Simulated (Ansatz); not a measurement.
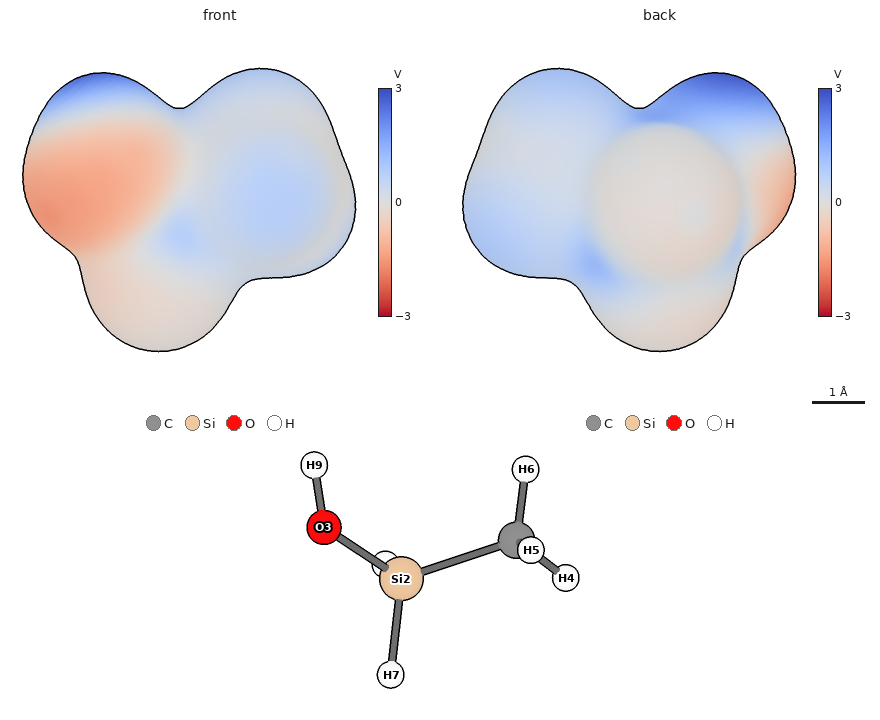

Figure 1: CH6OSi. The electrostatic potential painted on the density surface at 0.002 e/bohr³, seen from the front and from behind; red is negative and blue positive. The bare structure is drawn below in the same view.

Geometry: PBE0-D4/def2-TZVP.

These are results of RKS PBE0-D4/def2-TZVPP (Ansatz), not measurements.

```yaml
atoms:
  - { symbol: C, position_ang: [-0.7771, 0.6308, -0.5956] }
  - { symbol: Si, position_ang: [0.4986, -0.5891, 0.0010] }
  - { symbol: O, position_ang: [1.3079, -0.0583, 1.3392] }
  - { symbol: H, position_ang: [-1.2561, 0.2615, -1.5072] }
  - { symbol: H, position_ang: [-0.3190, 1.5971, -0.8194] }
  - { symbol: H, position_ang: [-1.5603, 0.7880, 0.1507] }
  - { symbol: H, position_ang: [1.5490, -0.7905, -1.0270] }
  - { symbol: H, position_ang: [-0.1731, -1.8916, 0.2816] }
  - { symbol: H, position_ang: [0.8187, 0.0059, 2.1597] }
```

**Which sites attract a positive test charge, and which a negative one?**

A positive charge is drawn to the negative regions and a negative charge to the positive ones. The most negative region (about −1.5 V) lies over O3, the most positive (about +2.6 V) over H9. O3 is the likeliest acceptor of a hydrogen bond.
